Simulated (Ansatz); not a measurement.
# Calculations on BH₂F and related structures

### Relaxation

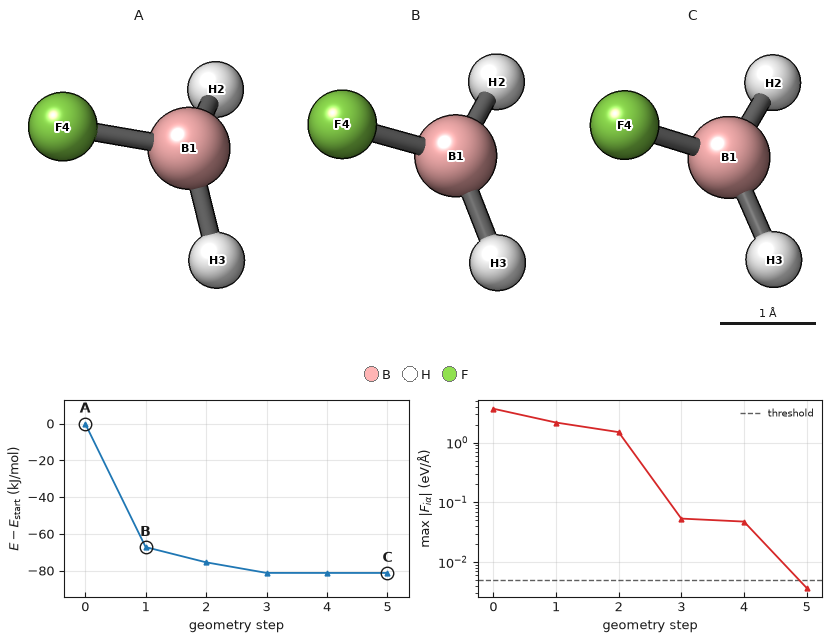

Frames of a relaxation of BH₂F, marked on the history of the run. A ball-and-stick model, seen at a tilt.

It is one of the separated products of a reaction.

Method: RKS PBE0-D4/def2-TZVP (Ansatz).

Input file:
```yaml
crystal:
  periodic: [false, false, false]
  atoms:
    - {symbol: B, position_ang: [-1.295532, -0.376600, -0.635672]}
    - {symbol: H, position_ang: [-0.940269, 0.249887, -1.619183]}
    - {symbol: H, position_ang: [-2.158667, -1.203685, -0.856317]}
    - {symbol: F, position_ang: [-1.596112, 0.458964, 0.464880]}
basis:
  gaussian: {orbitals: def2-TZVP}
hamiltonian: {xc: pbe0, dispersion: d4}
relax: {f_tol: 0.005, max_steps: 200}
```

Run as
```bash
ansatz run in.yaml --threads 4 --pin off --events-out ev --progress --plain --max-ram 9574MiB
```

Question: What happens along the run?

Answer: B1 moves most after the best rigid fit: 0.25 Å. By element the largest moves are B 0.25 Å, H 0.10 Å, F 0.09 Å. Near-neighbour distances that change, for instance: B1–F4 1.414 → 1.317 Å, B1–H2 1.219 → 1.197 Å. Among the angles between lasting bonds that change: H2–B1–H3 114.2° → 124.3°, H2–B1–F4 112.7° → 117.8°. Over 5 geometry steps the energy falls by 81.2 kJ/mol. The largest force component goes from 3.7 to 0.0037 eV/Å. From step 0 to 1: B1 moves most (0.20 Å), energy −67.1 kJ/mol. From step 1 to 5: F4 moves most (0.06 Å), energy −14.1 kJ/mol.

```json
{"step": "0", "E − E(0), kJ/mol": "0.00", "largest force component, eV/Å": "3.7051"}
{"step": "1", "E − E(0), kJ/mol": "-67.14", "largest force component, eV/Å": "2.1753"}
{"step": "2", "E − E(0), kJ/mol": "-75.43", "largest force component, eV/Å": "1.5029"}
{"step": "3", "E − E(0), kJ/mol": "-81.19", "largest force component, eV/Å": "0.0536"}
{"step": "4", "E − E(0), kJ/mol": "-81.20", "largest force component, eV/Å": "0.0478"}
{"step": "5", "E − E(0), kJ/mol": "-81.21", "largest force component, eV/Å": "0.0037"}
```

### Relaxation

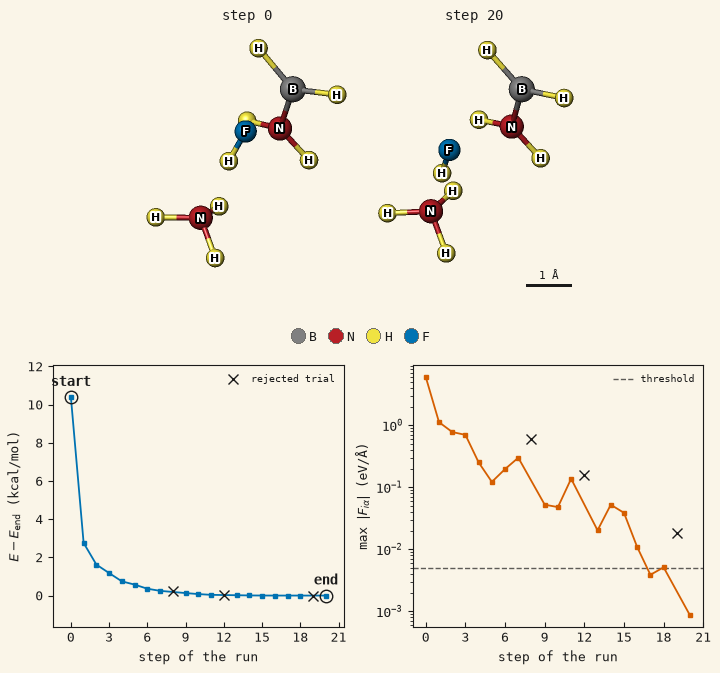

First and last geometry of a relaxation of BN₂H₈F (started from a transition state, displaced along its imaginary mode), with the history of the run. Style: ball-and-stick. Shown from a free direction.

The calculation used RKS PBE0-D4/def2-TZVP (Ansatz). Set-up: force threshold 0.005 eV/Å; at most 200 steps.

> Did the run converge, and what did it change?

It converged. The F atom moves most after the best rigid fit: 1.24 Å. By element the largest moves are F 1.24 Å, H 0.76 Å, N 0.37 Å, B 0.27 Å. Near-neighbour distances that change, for instance: F–H 0.864 → 0.963 Å, B–H 1.224 → 1.195 Å, H–N 0.990 → 1.016 Å, B–N 1.371 → 1.394 Å. Among the angles between lasting bonds that change: H–N–H 111.1° → 108.3°, H–N–H 110.4° → 108.0°. The energy falls by 10.4 kcal/mol in 17 accepted moves (20 points after the start). Largest force component: 5.9 eV/Å at the start, 0.00086 eV/Å at the end. The line search rejected the trial steps at points 8, 12, 19 of the run. The forces were under the threshold at step 17, but the run went on from there.

### Reaction

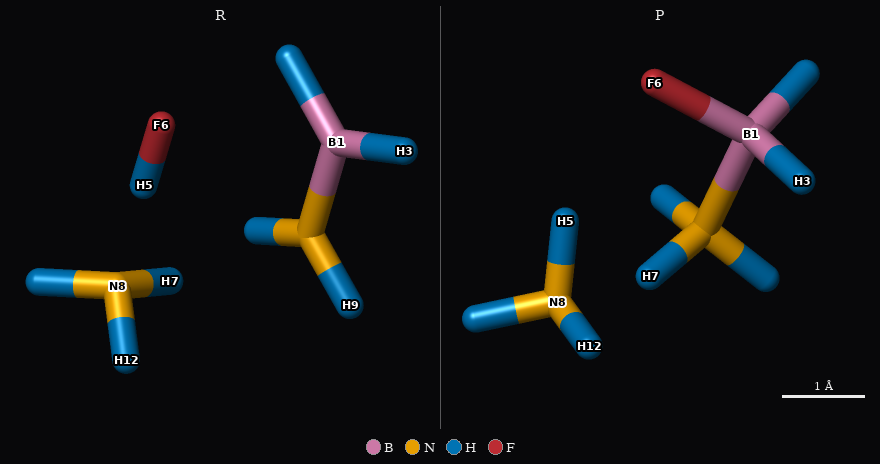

Reactant (R) and product (P) of one elementary step of BN2H8F. A stick model, seen from a free direction.

Stationary points at PBE0-D4/def2-TZVP, single-point energies with CCSD(T)/CBS (def2-TZVPP where no basis is named; Ansatz 0.2.0). The energies are electronic, without zero-point or thermal terms, and both ends are the minima reached downhill from the saddle, with any fragments still in contact. CCSD(T)/CBS stands for a frozen-core estimate: MP2 correlation extrapolated from def2-TZVPP and def2-QZVPP, CCSD(T) minus MP2 from the smaller set.

R:
```xyz
12

B    -1.2348   -1.1076   -0.7675
N    -0.0271   -1.7725   -0.5642
H    -1.4069   -0.5318   -1.7996
H    -2.0537   -1.1269    0.1021
H    -0.2507    2.0894    0.5128
F    -1.0497    2.6020    0.3518
H     0.8976    0.2408    0.4041
N     1.0851    1.1720    0.7635
H     0.6758   -1.8598   -1.2795
H     0.1552   -2.3400    0.2470
H     1.3132    1.0933    1.7466
H     1.8961    1.5411    0.2831
```

P:
```xyz
12

B    -1.2918   -0.3957   -0.6316
N     0.0535   -1.1897   -0.1645
H    -0.9565    0.2500   -1.6096
H    -2.1391   -1.2379   -0.8567
H     0.2739    1.4986    0.7853
F    -1.6020    0.4199    0.4812
H     0.7454   -0.4755    0.1371
N     1.2612    1.2786    0.6753
H     0.4360   -1.7413   -0.9244
H    -0.1398   -1.8096    0.6156
H     1.7322    1.5159    1.5393
H     1.6271    1.8866   -0.0470
```

Question: Predict the saddle point between them and the barrier.

Answer: Counted by bonded pieces, R holds BH₄N + HF + NH₃ and P holds BH₅NF + NH₃. From R over the saddle to P, bonds form: B1–F6 (3.88 → 1.83 → 1.41 Å), N2–H7 (2.42 → 2.08 → 1.04 Å), H5–N8 (1.64 → 1.35 → 1.02 Å). Bonds break: H5–F6 (0.96 → 1.07 → 2.19 Å), H7–N8 (1.02 → 1.03 → 1.91 Å). The saddle has one imaginary mode, 245i cm⁻¹. With CCSD(T)/CBS the barrier is 32.0 kJ/mol from R and 109.7 kJ/mol from P, and P lies 77.6 kJ/mol below R. By Pauling bond orders of the changing bonds the saddle lies closer to R, the higher end, as Hammond's postulate suggests.

Saddle geometry:

```xyz
12

B    -1.2725   -0.6010   -0.6433
N     0.0158   -1.2596   -0.3932
H    -1.5206   -0.3343   -1.7879
H    -2.1698   -0.8952    0.0993
H    -0.1062    1.2573    0.3399
F    -1.0865    1.1244   -0.0704
H     1.2429    0.1597    0.4998
N     1.1683    1.1455    0.7833
H     0.5470   -1.5385   -1.2035
H     0.0202   -1.9976    0.2935
H     1.3017    1.2350    1.7822
H     1.8599    1.7043    0.3003
```

The saddle point in the same view, with dashed sticks for the bonds that form or break:

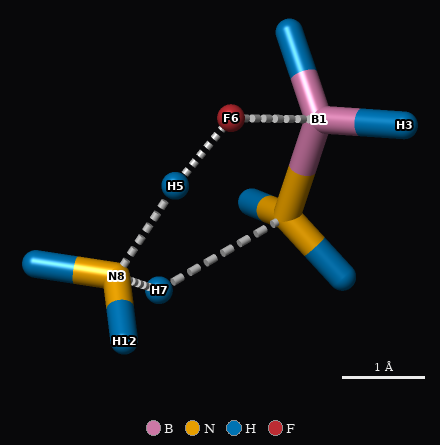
